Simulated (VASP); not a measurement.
## A VASP study of Pt (SCAN): structure first, properties next

How well does SCAN reproduce what experiment finds for Pt? The cell is relaxed first, and properties follow on it. The steps: first try, relaxing cell and atoms (SCAN), second relaxation, single point with fields (SCAN), bands along the symmetry lines (SCAN), density of states (SCAN) and bands along the symmetry lines (SCAN + SOC). Left out of this account: 1 further run (core levels: core levels are not valid at this level). The start is a cell from a database of measured crystal structures.

Calculated with VASP 6.6.1; SCAN; plane waves and PAW (Pt), in the first sound run; inputs show where later runs differ.

**What experiment says.**

“Crystal structure of Nd10.67Pt4O24, a new neodymium platinate” (2024, arxiv:2412.16732) reports for Pt, fcc, by powder X-ray diffraction, Rietveld (Pt in the cooled residue of the platinate partly decomposed at about 960 C): lattice constant a (a, cubic cell) 3.9227 ± 0.0002 Å [Pt in a mixed-phase decomposition product after thermogravimetry; sample displacement …].

This is a report of a sequence of runs, with most program output left out.

## Step 1: The structure

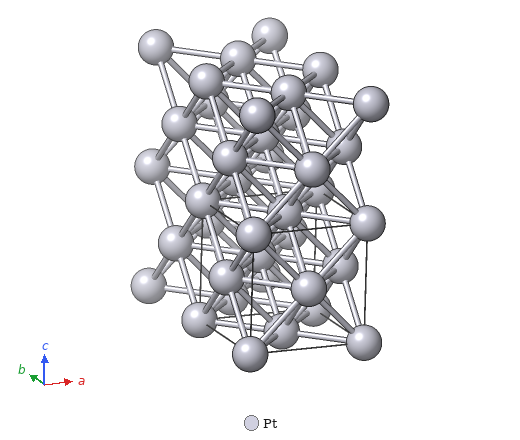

The starting structure, seen slightly off an axis (platinum light grey). 1×2×2 cells are drawn. This picture shows the conventional cell, with its axes. Some periodic images of atoms are drawn too.

## Step 2: First try

This run is made with a changed input; what comes of it follows.

INCAR reads:

```
SYSTEM = Pt
PREC = Accurate
ENCUT = 45
EDIFF = 1E-06
NELM = 84
ISMEAR = 1
SIGMA = 0.2
LREAL = .FALSE.
ALGO = Normal
METAGGA = SCAN
LASPH = .TRUE.
NBANDS = 11
LORBIT = 11
LWAVE = .FALSE.
LCHARG = .FALSE.
KPAR = 2
IBRION = 2
NSW = 30
ISIF = 3
EDIFFG = -0.01
```

POSCAR reads:

```
Pt
1.0
    0.0000000000      1.9609000000      1.9609000000
    1.9609000000      0.0000000000      1.9609000000
    1.9609000000      1.9609000000      0.0000000000
Pt
1
Direct
    0.0000000000      0.0000000000      0.0000000000
```

KPOINTS reads:

```
Automatic mesh
0
Gamma
12 12 12
0 0 0
```

PAW data sets: Pt (PBE family, release 64).

Started as:

```sh
mpirun -np 2 vasp_std
```

The job ended after 3.4 s (2 MPI ranks of Intel Xeon Platinum 8259CL at 2.50GHz (Skylake/Cascade Lake), shared host).

VASP stopped before it finished a first electronic cycle.

VASP's message: “EDDAV: Call to ZHEGV failed. Returncode = 13 2 16”. No number of this run is used.

The fault in the input: cutoff typed in rydberg (ENCUT = 45). ENCUT is in eV: 1 Ry is 13.6 eV.

## Step 3: Relaxing cell and atoms (SCAN)

The start need not lie at this functional's minimum. ISIF = 3 frees volume, shape and positions, and EDIFFG sets the threshold on forces and stress at which the search stops.

Changes to INCAR since step 2:

```diff
@@ -2,5 +2,5 @@
 PREC = Accurate
-ENCUT = 45
+ENCUT = 400
 EDIFF = 1E-06
-NELM = 84
+NELM = 100
 ISMEAR = 1
@@ -17,3 +17,3 @@
 IBRION = 2
-NSW = 30
+NSW = 60
 ISIF = 3
```

POSCAR is that of step 2.

KPOINTS is that of step 2.

Started as:

```sh
mpirun -np 2 vasp_std
```

The job ended after 65 s (2 MPI ranks; peak memory 0.24 GiB).

The PAW data sets were made with PBE, which is usual practice but a small mismatch for other functionals. The run keeps the 48 symmetry operations of its start, so it cannot find a distortion of lower symmetry.

Relaxation path:

```tsv
step	energy less that of the first step (eV)	largest force (eV/Å)	pressure (GPa)	volume (Å³)
1	0.0000	0.0000	-5.44	15.08
2	0.0404	0.0000	19.22	13.99
3	-0.0050	0.0000	-0.12	14.80
4	-0.0050	0.0000	-0.04	14.79
```

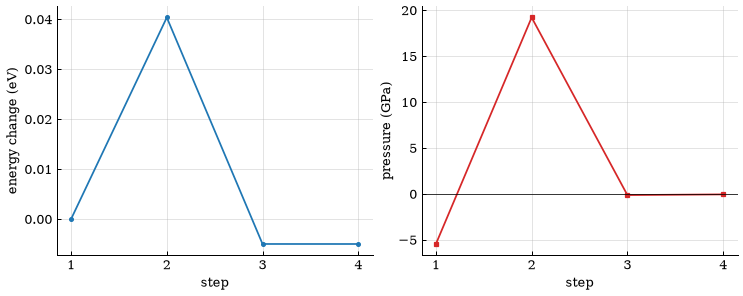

Energy and pressure along the relaxation.

```tsv
conventional cell, symmetrised	before	after	change
a (Å)	3.922	3.897	-0.6 %
b (Å)	3.922	3.897	-0.6 %
c (Å)	3.922	3.897	-0.6 %
volume (Å³/atom)	15.08	14.79	-1.9 %
```

Final coordinates:

```xyz
1
Lattice="0.0000 1.9484 1.9484 1.9484 0.0000 1.9484 1.9484 1.9484 0.0000" Properties=species:S:1:pos:R:3 pbc="T T T"
Pt    0.0000    0.0000    0.0000
```

Numbers from this step:

* electrons: 10
* bands: 11
* irreducible k-points: 72
* symmetry operations: 48
* free energy (TOTEN): -70.2543 eV
* energy at zero smearing: -70.2530 eV
* Fermi energy: 11.35 eV
* pressure: -0.04031 GPa
* metallic: yes
* SCF cycles over all ionic steps: 37

It ends with forces that vanish by symmetry and a pressure of -0.04 GPa. The volume lies -1.9 % from that of the database's start, which holds the thermal and zero-point expansion of its experiment.

## Step 4: Second relaxation

A relaxation keeps the plane waves of the cell it began with, so it is repeated from the new cell, on a basis made for it.

INCAR is that of step 3.

POSCAR reads:

```
Pt
1.0
    0.0000000000      1.9483562535      1.9483562535
    1.9483562535      0.0000000000      1.9483562535
    1.9483562535      1.9483562535      0.0000000000
Pt
1
Direct
    0.0000000000      0.0000000000      0.0000000000
```

KPOINTS is that of step 3.

Started as:

```sh
mpirun -np 2 vasp_std
```

Elapsed: 21 s, on 2 MPI ranks; peak memory 0.23 GiB; 41 s of CPU time.

Little changed from the start: no atom moved by 0.005 Å and no cell edge by 0.1 %.

This step gave:

```
free energy (TOTEN)             : -70.2539 eV
energy at zero smearing         : -70.2526 eV
Fermi energy                    : 11.34 eV
pressure                        : -0.05195 GPa
SCF cycles over all ionic steps : 13
```

It ends with forces that vanish by symmetry and a pressure of -0.05 GPa. The volume moved by under 0.01 %: the run met its threshold at the first step.

## Step 5: Single point with fields (SCAN)

A single point on the relaxed cell gives a clean self-consistent state, with density, ELF and potential written out.

Changes to INCAR since step 4:

```diff
@@ -14,7 +14,5 @@
 LWAVE = .FALSE.
-LCHARG = .FALSE.
-KPAR = 2
-IBRION = 2
-NSW = 60
-ISIF = 3
-EDIFFG = -0.01
+LCHARG = .TRUE.
+ISIF = 2
+LELF = .TRUE.
+LVHAR = .TRUE.
```

POSCAR is that of step 4.

KPOINTS is that of step 4.

Started as:

```sh
mpirun -np 2 vasp_std
```

It took 25 s on 2 MPI ranks; peak memory 0.21 GiB.

This step gave:

```yaml
scf_cycles: 13
bands: 12
pressure: -0.05283 GPa
```

Valence electrons inside each PAW sphere by angular momentum. Sphere charges, by row:

```tsv
atom	s (e)	p (e)	d (e)	tot (e)
Pt1	0.572	0.583	8.051	9.205
```

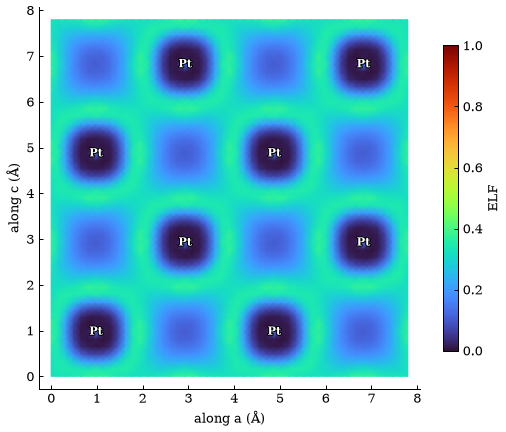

ELF in the ac plane of the conventional cell at fractional y = 0.000, with atoms of Pt within 0.2 Å of it. It is the smooth field of the valence electrons, not physical close to the nuclei. The map starts off the cell's origin, so that atoms lie inside it.

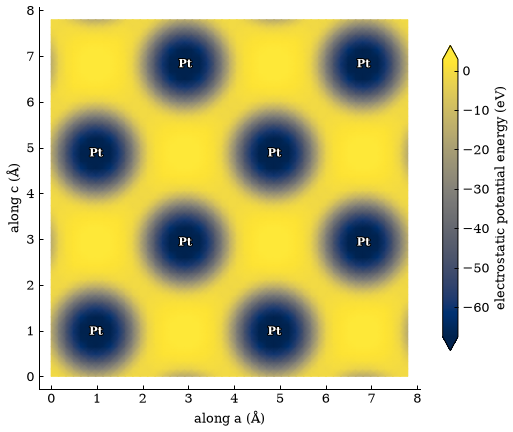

Electrostatic potential energy in the ac plane of the conventional cell at fractional y = 0.000, with atoms of Pt within 0.2 Å of it. With pseudopotentials it is smooth inside the atoms' cores, unlike the true potential. The map starts off the cell's origin, so that atoms lie inside it.

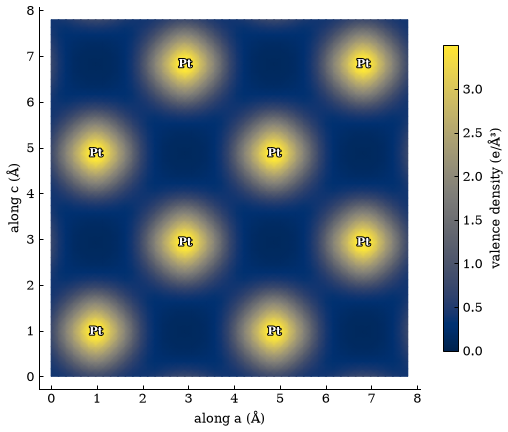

Valence density in the ac plane of the conventional cell at fractional y = 0.000, with atoms of Pt within 0.2 Å of it. It is the smooth field of the valence electrons, not physical close to the nuclei. The map starts off the cell's origin, so that atoms lie inside it.

In this run the pressure is -0.05 GPa, small enough to go on.

## Step 6: Bands along the symmetry lines (SCAN)

Levels along the symmetry lines show where the bands peak and cross; KPOINTS_OPT computes them in the converged potential.

INCAR reads:

```
SYSTEM = Pt
PREC = Accurate
ENCUT = 400
EDIFF = 1E-06
NELM = 100
ISMEAR = 1
SIGMA = 0.2
LREAL = .FALSE.
ALGO = Normal
METAGGA = SCAN
LASPH = .TRUE.
NBANDS = 16
LORBIT = 11
LWAVE = .FALSE.
LCHARG = .FALSE.
KPAR = 2
```

POSCAR is that of step 5.

KPOINTS is that of step 5.

KPOINTS_OPT reads:

```
Line mode
16
Line-mode
Reciprocal
  0.00000000   0.00000000   0.00000000 GAMMA
  0.50000000   0.00000000   0.50000000 X

  0.50000000   0.00000000   0.50000000 X
  0.50000000   0.25000000   0.75000000 W

  0.50000000   0.25000000   0.75000000 W
  0.37500000   0.37500000   0.75000000 K

  0.37500000   0.37500000   0.75000000 K
  0.00000000   0.00000000   0.00000000 GAMMA

  0.00000000   0.00000000   0.00000000 GAMMA
  0.50000000   0.50000000   0.50000000 L

  0.50000000   0.50000000   0.50000000 L
  0.62500000   0.25000000   0.62500000 U

  0.62500000   0.25000000   0.62500000 U
  0.50000000   0.25000000   0.75000000 W

  0.50000000   0.25000000   0.75000000 W
  0.50000000   0.50000000   0.50000000 L

  0.50000000   0.50000000   0.50000000 L
  0.37500000   0.37500000   0.75000000 K

  0.62500000   0.25000000   0.62500000 U
  0.50000000   0.00000000   0.50000000 X
```

Started as:

```sh
mpirun -np 2 vasp_std
```

It took 51 s on 2 MPI ranks; peak memory 0.25 GiB.

Spin-orbit coupling is off here; with elements this heavy it splits and shifts levels by tenths of an eV or more.

Numbers from this step:

| Item | Value |
| --- | --- |
| SCF cycles | 14 |
| bands | 16 |
| Fermi energy | 11.35 eV |
| pressure | -0.07106 GPa |

The electronic bands at the labelled points (eV, zero at the Fermi level; # counts the bands kept):

```tsv
point	#2	#3	#4	#5	#6	#7
Γ	-4.13	-4.13	-4.13	-1.88	-1.88	15.16
X	-7.20	-0.10	0.58	0.58	1.52	9.03
W	-4.99	-4.99	-2.31	0.59	7.06	8.53
K	-5.95	-3.18	-1.54	-0.16	5.65	6.98
Γ	-4.13	-4.13	-4.13	-1.88	-1.88	15.16
L	-4.24	-4.24	-0.71	0.03	0.03	5.99
U	-5.95	-3.18	-1.54	-0.16	5.65	6.98
W	-4.99	-4.99	-2.31	0.59	7.06	8.53
L	-4.24	-4.24	-0.71	0.03	0.03	5.99
K	-5.95	-3.18	-1.54	-0.16	5.65	6.98
jump to U	-5.95	-3.18	-1.54	-0.16	5.65	6.98
X	-7.20	-0.10	0.58	0.58	1.52	9.03
```

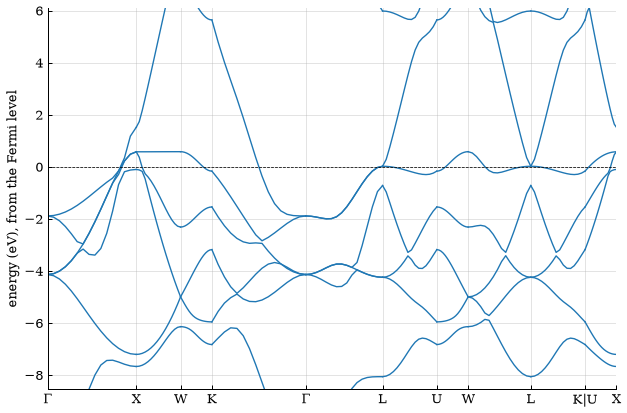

Electronic bands along the path.

There is no gap at this level.

## Step 7: Density of states (SCAN)

Here the states are counted by energy and projected on the atoms. The mesh is finer than in the run before.

Changes to INCAR since step 6:

```diff
@@ -5,3 +5,3 @@
 NELM = 100
-ISMEAR = 1
+ISMEAR = -5
 SIGMA = 0.2
@@ -16 +16,2 @@
 KPAR = 2
+NEDOS = 2001
```

POSCAR is that of step 6.

KPOINTS reads:

```
Automatic mesh
0
Gamma
17 17 17
0 0 0
```

Started as:

```sh
mpirun -np 2 vasp_std
```

Elapsed: 65 s, on 2 MPI ranks; peak memory 0.26 GiB.

With tetrahedra the forces and stress of a metal are not exact derivatives of the energy.

Numbers from this step:

| Quantity | Value |
| --- | --- |
| SCF cycles | 15 |
| irreducible k-points | 165 |
| free energy (TOTEN) | -70.2523 eV |
| Fermi energy | 11.31 eV |
| pressure | -0.1124 GPa |
| DOS at the Fermi level | 2.016 states/eV/cell |

The density of states has structure finer than the step of the table below, so its rows give means over 2 eV, whole bins alone (the curve runs from -12.0 to 7.98 eV). Peaks (eV: height): total -3.9: 2.38, -3.7: 2.54, -2.2: 1.68, 0.0: 2.02; Pt d -3.9: 1.93, -3.7: 2.27, -2.2: 1.48, 0.0: 1.93; Pt p -5.4: 0.125, -3.9: 0.211, -3.0: 0.135, 3.5: 0.066; Pt s -7.3: 0.206, -3.9: 0.0582, 5.2: 0.0841, 6.1: 0.171.

States under -12.0 eV and over 8.0 eV are left out. Table of density of states by energy, zero at the Fermi level; means over each step; values in states/eV/cell:

```tsv
energy (eV)	total	Pt d	Pt p	Pt s
-10	0.0737	0.00226	0.00500	0.0461
-8	0.464	0.218	0.0320	0.136
-6	1.14	0.901	0.0697	0.0597
-4	1.54	1.29	0.114	0.0285
-2	1.14	1.00	0.0596	0.0122
0	1.02	0.948	0.0267	0.0114
2	0.269	0.164	0.0517	0.0260
4	0.248	0.104	0.0623	0.0440
6	0.269	0.0815	0.0513	0.0856
```

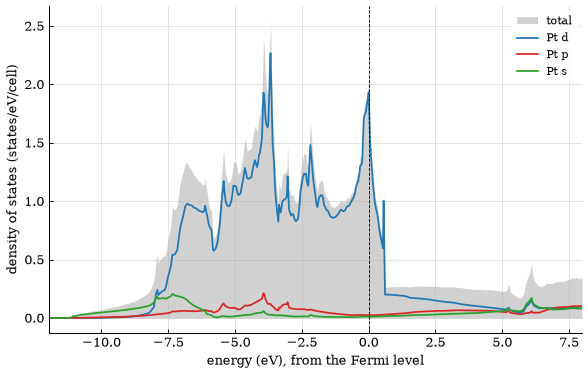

Density of states against energy.

The finer mesh and the other smearing move the Fermi level by -0.04 eV from the 12×12×12 run, a small shift, which tests the Fermi level alone. Of the states within 0.3 eV of the Fermi level, the largest shares in the PAW spheres are Pt d 95 %. The rest lies in smaller channels or between the spheres.

## Step 8: Bands along the symmetry lines (SCAN + SOC)

This step: SCAN, spin-orbit coupling; plane waves and PAW (Pt) (VASP 6.6.1).

Levels along the symmetry lines show where the bands peak and cross; KPOINTS_OPT computes them in the converged potential. Spin-orbit coupling needs spinors and the noncollinear program, where each band holds one electron.

INCAR reads:

```
SYSTEM = Pt
PREC = Accurate
ENCUT = 400
EDIFF = 1E-06
NELM = 100
ISMEAR = 1
SIGMA = 0.2
LREAL = .FALSE.
ALGO = Normal
METAGGA = SCAN
LASPH = .TRUE.
LNONCOLLINEAR = .TRUE.
MAGMOM = 0 0 0
NBANDS = 22
GGA_COMPAT = .FALSE.
LSORBIT = .TRUE.
LMAXMIX = 4
LORBIT = 11
LWAVE = .FALSE.
LCHARG = .FALSE.
KPAR = 2
```

POSCAR is that of step 7.

KPOINTS reads:

```
Automatic mesh
0
Gamma
9 9 9
0 0 0
```

KPOINTS_OPT is that of step 6.

Started as:

```sh
mpirun -np 2 vasp_ncl
```

Elapsed: 2.7 min, on 2 MPI ranks; peak memory 0.31 GiB; 5.4 min of CPU time.

The k-mesh is coarse for a metal.

Numbers from this step:

| Item | Value |
| --- | --- |
| SCF cycles | 13 |
| bands | 22 |
| irreducible k-points | 35 |
| free energy (TOTEN) | -70.6505 eV |
| energy at zero smearing | -70.6506 eV |
| Fermi energy | 11.34 eV |
| pressure | -0.02669 GPa |

On-site spin-orbit energy by atom:

```tsv
atom	on-site spin-orbit energy (eV)
Pt1	-0.738
```

The electronic bands at the labelled points (eV, zero at the Fermi level; # counts the bands kept):

```tsv
point	#7	#8	#9	#10	#11	#12	#13	#14
Γ	-3.62	-3.62	-1.70	-1.70	-1.70	-1.70	15.18	15.18
X	0.22	0.22	1.15	1.15	1.34	1.34	9.06	9.06
W	-2.21	-2.21	0.62	0.62	7.05	7.05	7.79	7.79
K	-1.54	-1.54	-0.06	-0.06	5.58	5.58	6.94	6.94
Γ	-3.62	-3.62	-1.70	-1.70	-1.70	-1.70	15.18	15.18
L	-0.82	-0.82	-0.26	-0.26	0.38	0.38	6.05	6.05
U	-1.54	-1.54	-0.06	-0.06	5.58	5.58	6.94	6.94
W	-2.21	-2.21	0.62	0.62	7.05	7.05	7.79	7.79
L	-0.82	-0.82	-0.26	-0.26	0.38	0.38	6.05	6.05
K	-1.54	-1.54	-0.06	-0.06	5.58	5.58	6.94	6.94
jump to U	-1.54	-1.54	-0.06	-0.06	5.58	5.58	6.94	6.94
X	0.22	0.22	1.15	1.15	1.34	1.34	9.06	9.06
```

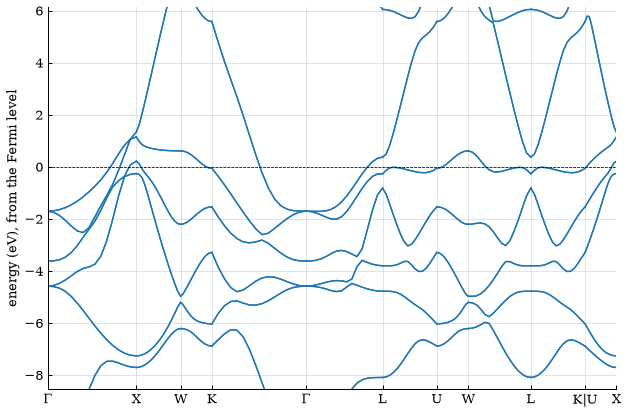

Electronic bands along the path.

There is no gap at this level.

Of the bands kept, 6 cross the Fermi level on this path (spinor bands, one electron each).

## Step 9: Summary of results

| Quantity | Value |
| --- | --- |
| relaxed volume | 14.79 Å³/atom |
| relaxed conventional cell a, b, c | 3.897, 3.897, 3.897 Å |
| space group after relaxing, within 0.02 Å | Fm-3m (No. 225) |
| band gap | none, a metal |
| DOS at the Fermi level | 2.02 states/eV/cell |
| band gap (SCAN + SOC) | none, a metal |

What this shows: With SCAN, Pt relaxes to 14.79 Å³/atom in space group Fm-3m (held by the symmetry of the run) and comes out as a metal. Against the listed cell the volume lies -1.9 %. Bands along the symmetry lines (SCAN): Of the bands kept, 3 cross the Fermi level on this path. Bands along the symmetry lines (SCAN + SOC): Of the bands kept, 6 cross the Fermi level on this path (spinor bands, one electron each). No search among competing phases was made. All values are for a static lattice at zero temperature.

Calculation against experiment:

| quantity | measured | SCAN |
| --- | --- | --- |
| lattice constant a (Å) | 3.9227 | 3.897 (-0.7 %) |

Measured values from arxiv:2412.16732 (2024).

Verdict: The lattice constant a is off by -0.7 %: good agreement. The grades are ours: good and fair within 0.7 and 1.5 % for the lattice constant a. For lattice constants the calculation has a static lattice, without zero-point motion or thermal expansion.

[Lines on the potential files, build, host, timing and source positions are cut from VASP's logs without a mark.]

[Logs are printed without paths, hosts, clocks, repeated set-up lines and the standing remarks that a program may print on its own settings, such as how far it seeks lower states.]

[Hosts, paths, dates, database ids (printed as entryN), source tags and the programs' standing remarks are cut or masked in the printed files.]

[Measured values are set beside computed ones only where the two were judged alike; some that the calculation misses by far are left out.]
